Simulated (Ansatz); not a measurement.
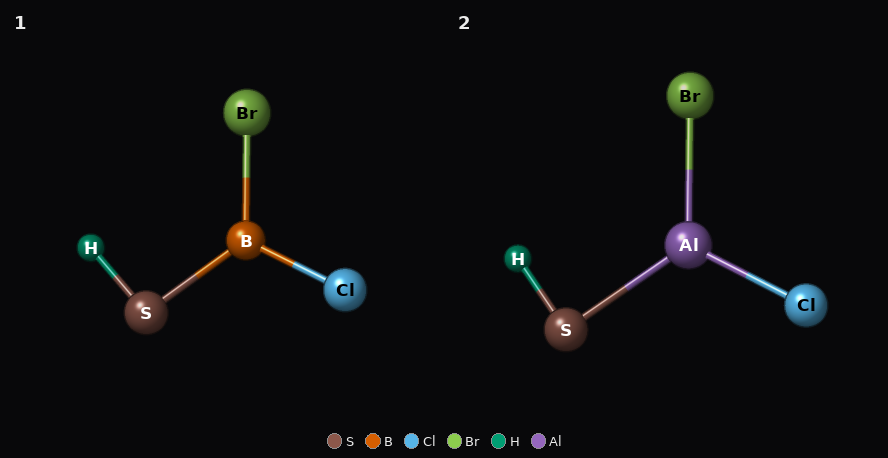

2 molecules with one skeleton, seen from the same side and at one scale. Each species is neutral and a spin singlet. Computed geometries: PBE0-D4/def2-TZVP optimisations, one conformation each. Properties computed with Ansatz 0.2.0.

One atom differs, called X below: B in panel 1, Al in panel 2. Their formulas are BBrClHS (`SB(Cl)Br`), AlBrClHS (`[SH][Al]([Cl])[Br]`).

Question: In which is the HOMO–LUMO gap larger (PBE0-D4/def2-QZVPP)?

Answer: In panel 2 (X = Al).

Question: In which is the dipole moment larger (r2SCAN-D4/def2-TZVPP)?

Answer: In panel 1 (X = B).

Give the values. With PBE0-D4/def2-TZVP: length of X–Br (Å), length of X–Cl (Å), length of X–S (Å), angle S–X–Br (°). With PBE0-D4/def2-QZVPP: HOMO energy (Kohn–Sham orbital) (eV), HOMO–LUMO gap (eV). With r2SCAN-D4/def2-TZVPP: dipole moment (D).

```
                            quantity  1 (B)  2 (Al)   2 − 1
                  length of X–Br (Å)  1.912   2.238  +0.326
                  length of X–Cl (Å)  1.743   2.077  +0.334
                   length of X–S (Å)  1.784   2.159  +0.375
                    angle S–X–Br (°)  122.7   121.4    −1.3
HOMO energy (Kohn–Sham orbital) (eV)  −8.33   −8.26   +0.07
                  HOMO–LUMO gap (eV)   6.79    7.01   +0.22
                   dipole moment (D)   1.16    1.07   −0.09
```
